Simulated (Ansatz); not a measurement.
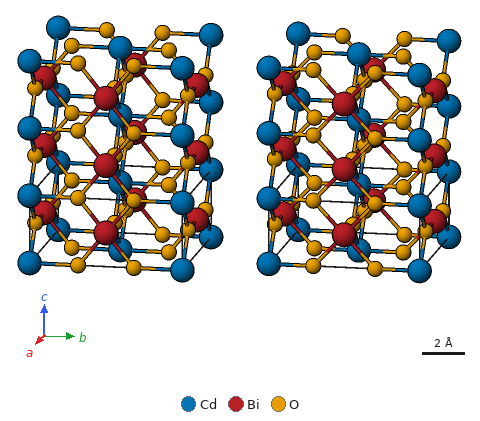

Two geometries of solid CdBiO4 (a generated structure, set up in Cmmm) (coarse preliminary run), drawn at one scale. One is the start of a relaxation, the other its converged end. A ball-and-stick model of the conventional cell (2 times the calculation's cell), repeated 1 × 1 × 3 with one cell outlined, seen slightly off an axis. Lengths and directions refer to the drawn axes.

Method: DFT PBE, scalar-relativistic, plane waves, PAW in Ansatz. (plane-wave cutoff 420 eV; k-point mesh 4 × 4 × 6; occupations gaussian; smearing width 0.1 eV; no spin polarisation; cell and atoms relaxed; force threshold 0.04 eV/Å; at most 70 steps)

> Which of the two is the end point?

The left one is the relaxed one. The largest moves relative to the cell, 0.17 Å, are those of O atoms. Cd and Bi stay in place. Cell: a 7.185 → 7.003 Å (−2.5 %), b 7.430 → 7.534 Å (+1.4 %), c 3.247 → 3.346 Å (+3.1 %). Volume +1.9 %. Near-neighbour distances that change, for instance: Cd–O 2.190 → 2.391 Å, Bi–O 2.227 → 2.166 Å, Cd–O 2.188 → 2.163 Å, Bi–O 2.126 → 2.130 Å. Bond angles that change, for instance: O–Bi–O 86.4° → 78.9°, Bi–O–Bi 93.6° → 101.1°, O–Bi–O 93.6° → 101.1°. The space group stays Cmmm (No. 65). Over 5 accepted moves (6 points after the start) the energy falls by 61.9 meV per atom. The largest force component goes from 1.9 to 0.0027 eV/Å. Pressure: 0.17 GPa at the start and 0.12 GPa at the end. The SCF was repeated once at an unchanged geometry on a basis and grid sized afresh for the cell, which shifted the energy by 1.6 meV per atom at most. Cost: 39 s on 1 thread of Arm Neoverse V2, on a shared host, peak memory 0.39 GiB.

Limits of the set-up: an odd number of electrons was run without spin polarisation, which fails if the electron would localise.
